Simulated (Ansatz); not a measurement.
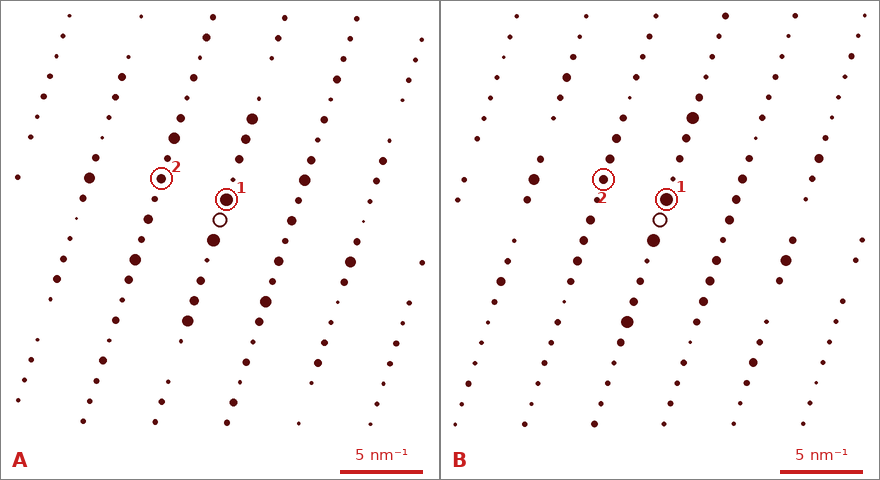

Kinematic electron diffraction patterns (200 kV, B = 0.5 Å², same scale) along [101] of the run's own cell, for the start and the end of one relaxation of NiClO with DFT, PAW plane waves, pbesol, spin-orbit (Ansatz 0.2.0). k mesh 5×3×6. The start is a generated model structure, and the relaxation ends in the nearest stationary point of its symmetry, not necessarily the ground state. Spot 1 is 0 -1 0 and spot 2 is 1 -1 -1 in both.

Start structure:

```
CELL_PARAMETERS angstrom
3.72527 0.00000 0.00000
0.00000 7.59955 0.00000
0.00000 0.00000 3.27824
ATOMIC_POSITIONS crystal
Ni 0.00000 0.09700 0.50000
Ni 0.50000 0.90300 0.00000
Cl 0.00000 0.30500 0.00000
Cl 0.50000 0.69500 0.50000
O 0.00000 0.91700 0.00000
O 0.50000 0.08300 0.50000
```

### Which pattern belongs to the start structure, and which to the relaxed one?

B is the start: its cell gives d(1) = 7.600 Å, d(2) = 2.341 Å and an angle of 72.1°. A is the relaxed structure, with d(1) = 7.682 Å (+1.1 %), d(2) = 2.270 Å (-3.0 %) and 72.8°.

### Name reflections whose intensity changes strongly on relaxation.

0 6 0 goes from 11 to 0.33 % of the strongest spot; 1 -8 -1 goes from 3.8 to 14 % of the strongest spot; 1 2 -1 goes from 21 to 7.3 % of the strongest spot.

### Summarise the relaxation behind the change.

The volume changed by -4.7 % to 14.74 Å³ an atom; with the mean shift removed, the atoms moved by up to 0.23 Å relative to the cell (O most); the space group stayed Pmmn (No. 59); the free energy fell by 120 meV an atom. Relaxed cell: a = 3.739 Å, b = 7.682 Å, c = 3.079 Å, α = 90.00°, β = 90.00°, γ = 90.00°.
